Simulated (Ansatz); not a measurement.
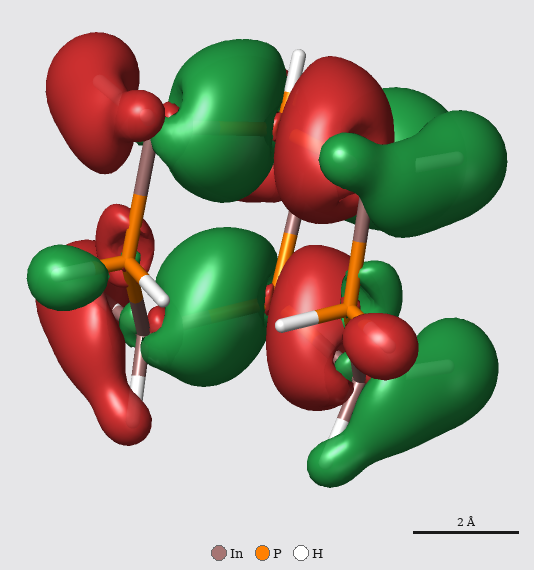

*H16In5P4 (In5P4 zinc blende off sphere) (charge −1). The HOMO at ±0.04 Å⁻³ᐟ² (green and red are the two phases), seen at a tilt.*

Geometry: PBE-D4/def2-SVP; core potentials replace the inner electrons of In.

Computed with RKS PBE0-D4/def2-TZVP in Ansatz 0.2.0.

```csv
atom,x (Å),y (Å),z (Å)
In,0.2577,-3.2284,-0.1555
In,0.2514,-0.1549,-3.2281
In,-2.8152,-0.0066,-0.0005
In,0.2513,0.1538,3.2282
In,0.2418,3.2288,0.1582
P,-1.1032,-1.4108,-1.4081
P,1.4075,-1.5712,1.5723
P,1.3967,1.5794,-1.5740
P,-1.1106,1.4039,1.4094
H,1.5532,-3.8758,-1.1430
H,-0.7762,-4.2446,0.8260
H,1.5506,-1.1376,-3.8752
H,-0.7869,0.8218,-4.2445
H,-3.6592,-1.0970,1.0863
H,-3.6609,1.0809,-1.0890
H,-0.7829,-0.8307,4.2410
H,1.5430,1.1435,3.8799
H,-0.7985,4.2407,-0.8210
H,1.5357,3.8822,1.1440
H,-1.9658,-2.2227,-2.2193
H,2.3383,-2.3433,2.3456
H,2.3969,-0.8354,0.8417
H,2.3192,2.3586,-2.3508
H,2.3946,0.8544,-0.8436
H,-1.9784,2.2111,2.2201
```

> Where does this orbital lie, and at what energy?

Its weight (Hirshfeld) is mainly on P6 (about 15 %), P9 (about 15 %), In3 (about 10 %), H14 (about 10 %), H15 (about 10 %), In4 (about 5 %), In2 (about 5 %), In1 (about 5 %) and In5 (about 5 %). Its energy is −4.03 eV.
